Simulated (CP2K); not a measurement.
Consider fluorocarbonylcyclopropane at its PBE geometry (Å).

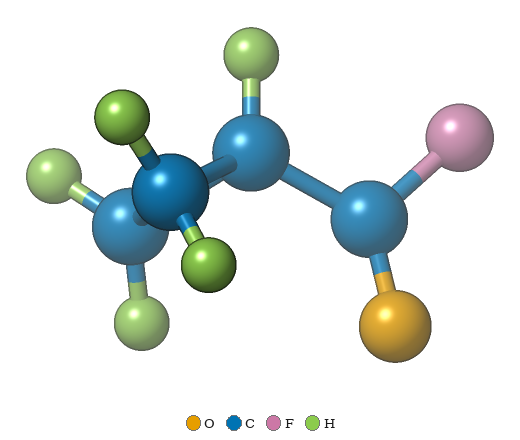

The molecule (oxygen orange, carbon blue, fluorine pink, hydrogen green).

```xyz
11

O     2.0214   -0.3041   -0.8949
C     1.5325   -0.0265    0.1672
F     2.3541    0.1824    1.2750
C     0.1209    0.1426    0.5431
C    -0.9043   -0.7643   -0.1412
C    -0.8373    0.6750   -0.5222
H    -0.0589    0.4215    1.5778
H    -1.7253   -1.1097    0.4840
H    -0.5009   -1.4943   -0.8398
H    -1.6127    1.3512   -0.1676
H    -0.3895    0.9261   -1.4814
```

Method: CP2K XAS_TDP, all-electron GAPW, PBEh(45%), aug-cc-pVDZ, TDA, no relativity.

**Question.** Predict the bright core excitations at the C K edge.

Leading lines: C2 283.86 eV, C4 284.92 eV and C5 283.48 eV. The leading line of an atom is its first one with 35 % of the strongest within 2.5 eV of its lowest line over the strength cut. 

The first six lines of each atom with a strength over 0.0015:

```
                               atom  energy (eV)  states  strength, one atom
          C2 (bonded to C, F and O)       283.86       1              0.0770
                                          288.41       1              0.0421
                                          289.35       1              0.0031
                                          290.34       1              0.0165
                                          290.96       1              0.0024
                                          291.72       1              0.0038
           C4 (bonded to 3 C and H)       284.92       1              0.0144
                                          285.86       1              0.0055
                                          285.94       1              0.0040
                                          286.06       1              0.0061
                                          286.34       1              0.0399
                                          286.95       1              0.0069
C5 (bonded to 2 C and 2 H), 2 alike       283.48       1              0.0287
                                          284.61       1              0.0101
                                          285.10       1              0.0129
                                          285.52       1              0.0022
                                          285.74       1              0.0046
                                          286.64       1              0.0039
```

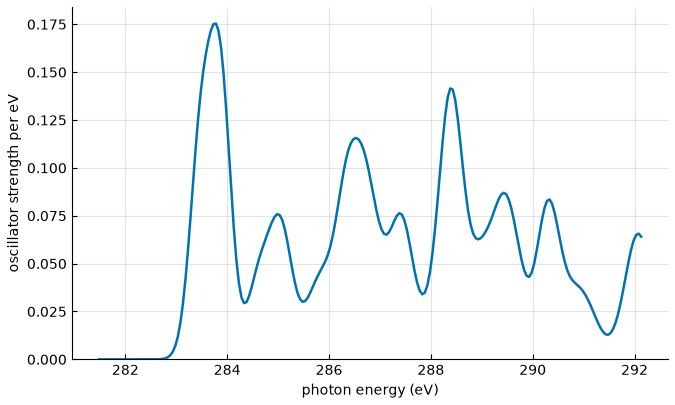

All atoms added, broadened by 0.5 eV.

Lines are vertical, at one geometry, with no vibrational structure. Without a correction of the core level, line positions, and the gaps between valence and Rydberg lines, follow the share of exact exchange. At this level such K lines come out 3 to 6 eV under measured ones. These values hold no scalar relativity, about 0.1 eV for C 1s. Rydberg lines, and the discretised continuum above threshold, depend on the basis and the box.

[Banner, clock and machine lines of the logs are left out without a mark of their own.]

[Logs are printed without paths, hosts, clocks, repeated set-up lines and the standing remarks that a program may print on its own settings, such as how far it seeks lower states.]

[Hosts, paths, dates, database ids (printed as entryN), source tags and the programs' standing remarks are cut or masked in the printed files.]
